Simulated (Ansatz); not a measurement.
# SiH5 (doublet): wave-function methods side by side at distance Si1–H5 along a hydrogen transfer = 1.569 Å, cc-pVTZ

Aim: climb from Hartree-Fock through coupled cluster and multireference methods for SiH5 (doublet) at one geometry and basis, and see what each rung misses.

Program: Ansatz 0.2.0, Gaussian basis. Level of theory: cc-pVTZ, core rule «outside noble gas», up to 5 orbitals frozen. These are calculated values, not measurements.

Plan: UHF; CCSD(T) on ROHF; CCSD(T) on UHF; BCCD(T) on ROHF; CISD; CCSDT(Q) on ROHF; CCSDT(Q) on UHF; CASSCF and NEVPT2, 3 electrons in 3 orbitals; CASSCF and NEVPT2, 9 electrons in 9 orbitals.

**1. The system**

The geometry derives from fragments relaxed apart (PBE0/def2-TZVP) and kept rigid, so it is no stationary point. A hydrogen atom is moved between rigid fragments.

6 atoms, charge 0, spin multiplicity 2.

Atoms are counted from 1 here; the program's logs count them from 0.

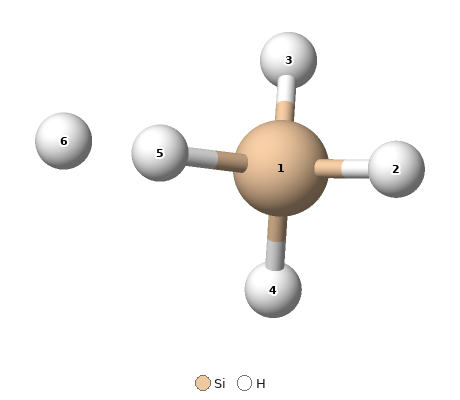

The structure; silicon light orange, hydrogen white; atoms are numbered from 1 in the order of the file.

**2. UHF**

in.yaml reads:

```yaml
crystal:
  periodic: [false, false, false]
  atoms:
    - {symbol: Si, position_ang: [-0.088284, 0.000000, 0.000000]}
    - {symbol: H, position_ang: [-0.583156, 1.399708, 0.000000]}
    - {symbol: H, position_ang: [-0.583155, -0.699854, 1.212183]}
    - {symbol: H, position_ang: [-0.583156, -0.699854, -1.212183]}
    - {symbol: H, position_ang: [1.480716, 0.000000, 0.000000]}
    - {symbol: H, position_ang: [2.728716, 0.000000, 0.000000]}
basis:
  gaussian: {orbitals: cc-pVTZ}
magnetization: {spin_polarized: true, initial_magnetization: 1}
hamiltonian: {xc: hf}
output: {orbitals: {seedname: orbitals}}
```

On the command line:

```sh
$ ansatz run in.yaml --threads 1 --pin off --events-out ev --progress --plain --max-ram 2816MiB --backend cpu
```

The runs that follow: CCSD(T) on ROHF; CCSD(T) on UHF; BCCD(T) on ROHF; CISD; CCSDT(Q) on ROHF; CCSDT(Q) on UHF; CASSCF and NEVPT2, 3 electrons in 3 orbitals; CASSCF and NEVPT2, 9 electrons in 9 orbitals.

**Question.** What will the summary of the whole plan be? Wanted: UCCSDT(Q) below the RHF energy; RMP2 from UCCSDT(Q); UMP2 from UCCSDT(Q); RCCSD from UCCSDT(Q); RCCSD(T) from UCCSDT(Q); UCCSD(T) from UCCSDT(Q); RCCSDT(Q) from UCCSDT(Q); NEVPT2 pair from UCCSDT(Q); NEVPT2 valence from UCCSDT(Q).

The runs gave:

| quantity | value |
| --- | --- |
| UCCSDT(Q) below the RHF energy | -5.2348 eV |
| RMP2 from UCCSDT(Q) | +24.27 kcal/mol |
| UMP2 from UCCSDT(Q) | +23.99 kcal/mol |
| RCCSD from UCCSDT(Q) | +3.49 kcal/mol |
| RCCSD(T) from UCCSDT(Q) | +0.64 kcal/mol |
| UCCSD(T) from UCCSDT(Q) | +0.64 kcal/mol |
| RCCSDT(Q) from UCCSDT(Q) | +0.01 kcal/mol |
| NEVPT2 pair from UCCSDT(Q) | +24.30 kcal/mol |
| NEVPT2 valence from UCCSDT(Q) | +25.66 kcal/mol |
| levels within 1 kcal/mol (43 meV) | RCCSD(T), UCCSD(T), BCCD(T), RCCSDT, UCCSDT, RCCSDT(Q) |
| T1 diagnostic | 0.025 |
| effectively unpaired electrons | 1.02 |

What this shows: RCCSD(T) misses by +0.64 kcal/mol, 0.5 % of the correlation energy. One determinant dominates. Of the multireference levels listed NEVPT2 pair comes nearest in total energy (+24.30 kcal/mol), which doesn't show that its space is the better one. These misses are within one basis, not against nature; the frozen cores of restricted and unrestricted runs differ, which can shift their rows.
